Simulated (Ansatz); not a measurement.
# Fields on a plane of HfO2 (fluorite)

```
HfO2
1.0
    0.00000     2.54906     2.54906
    2.54906     0.00000     2.54906
    2.54906     2.54906     0.00000
Hf O
1 2
Cartesian
  0.00000   0.00000   0.00000
  1.27453   1.27453   1.27453
  3.82359   3.82359   3.82359
```

The slice is a {111} plane (indices of the conventional cell) through the point (0.250, 0.250, 0.250) (fractional), spanned by u = [100] and v = [-1 2 0] in vectors of this cell: u (3.60 Å) and v (6.24 Å, at 90° to u). It covers one period; positions are fractions (u, v).

Atoms on it: O at (0.00, 0.00); O at (0.50, 0.50). Other atoms lie within 1 Å of the plane.

Computed with PBE (plane waves to 420 eV, PAW, scalar-relativistic; Ansatz, a first-principles code). k mesh 11×11×11. Near the nuclei the fields are pseudised (PAW); where an atom keeps semicore shells as valence, they peak there. HfO2 is run without spin polarisation. HfO2 was relaxed with its symmetry unable to fall. Spin-orbit coupling is left out, though Hf is heavy. The PAW data are Ansatz's earlier set. This is a high-temperature form of HfO2.

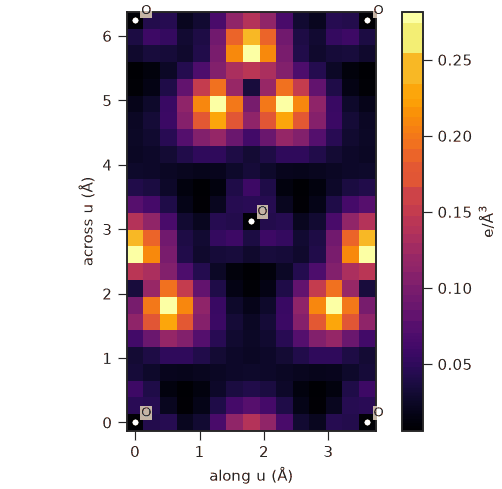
Figure. Density of the lowest conduction band (whole band as if filled, smooth part) in e/Å³, one period of the plane, atoms marked. 

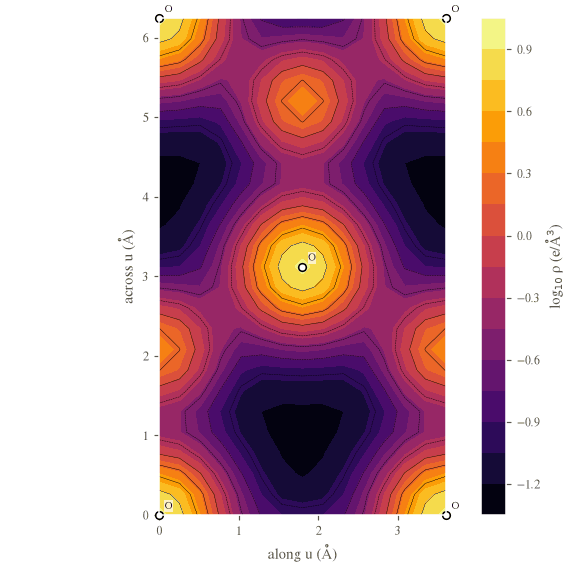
*Log₁₀ of the valence density in e/Å³, one period of the plane, atoms marked. The scale is logarithmic, as a density can span decades between atoms and voids.*
